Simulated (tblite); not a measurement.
# C15H10N2: the cost of one run

Computed with tblite 0.8.0 and PySCF 2.14.0 and routines of our own; the level stands in each step. Atoms count from 0.

## (1) The starting structure

27 atoms, charge 0, multiplicity 1; geometry from: force field or distance geometry start.

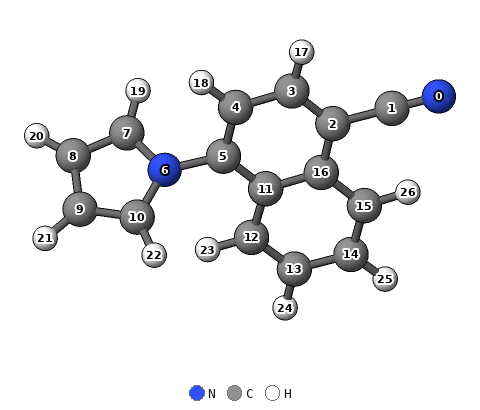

The starting geometry (nitrogen blue, carbon grey, hydrogen white).

## (2) Geometry optimisation with GFN2-xTB

The job: settings as JSON, then the geometry in Å.

```
{"job": {"kind": "relax", "xc": "GFN2-xTB", "basis": "xTB"}, "charge": 0, "multiplicity": 1}
N     -4.417200    -2.533500    -0.668700
C     -3.352900    -2.124400    -0.523300
C     -2.011500    -1.630300    -0.296900
C     -0.971900    -2.486700    -0.157400
C      0.299400    -1.966100     0.063500
C      0.460300    -0.580800     0.097900
N      1.797500    -0.123100     0.310000
C      2.814300    -0.470800    -0.528600
C      3.997800     0.086800    -0.107300
C      3.655200     0.802500     1.044800
C      2.286400     0.657400     1.288100
C     -0.606700     0.274900    -0.052200
C     -0.399100     1.648000     0.007300
C     -1.479000     2.490200    -0.163400
C     -2.762300     2.006900    -0.363800
C     -2.953700     0.616700    -0.402200
C     -1.865000    -0.250600    -0.254300
H     -1.105000    -3.589200    -0.184300
H      1.158400    -2.619200     0.186600
H      2.694400    -1.113500    -1.416200
H      4.926400    -0.023400    -0.592300
H      4.379800     1.371100     1.620500
H      1.754700     1.109900     2.127400
H      0.594900     2.049000     0.156800
H     -1.358600     3.580800    -0.123400
H     -3.622300     2.649100    -0.483700
H     -3.934400     0.194600    -0.572800
```

Launch:

```console
$ OMP_NUM_THREADS=2 python excited_run.py task.json out
```

The driver reads the jobs from task.json and runs them one after another.

**Question.** How long does this first job take on 2 threads of Intel Xeon at 2.50GHz, shared host, and how much memory does it need?

About 14 s, with a peak of 0.18 GiB.
